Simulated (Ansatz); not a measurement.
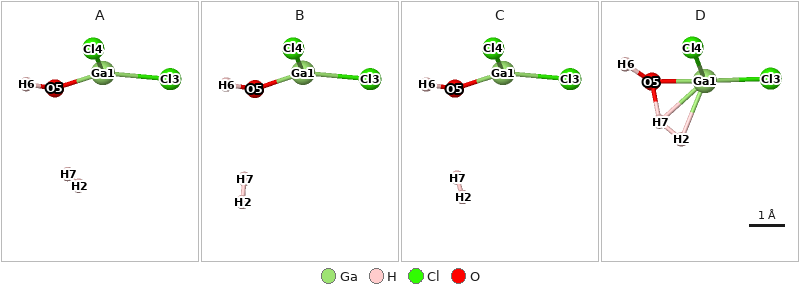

4 geometries from a converged minimum-energy path of GaH3OCl2, shuffled. Style: ball-and-stick. Shown from a free direction.

These are results of Ansatz 0.2.0, RKS revPBE/def2-SVP, not measurements. Settings: 9 movable images; climbing image; force threshold 0.05 eV/Å; iteration limit 60; starting path through a guess of the saddle point.

Q: Which frame is the transition state?

A: D. In order along the path, whose images run from 0 to 10: D (image 3, +29.2 kcal/mol), A (image 7, +10.1 kcal/mol), C (image 8, +9.9 kcal/mol), B (image 9, +9.8 kcal/mol). Breaking: Ga1–H2 (1.57 → 1.84 at the top → 4.47 Å), O5–H7 (0.98 → 1.35 at the top → 2.72 Å). Forming: H2–H7 (2.94 → 1.00 at the top → 0.77 Å).
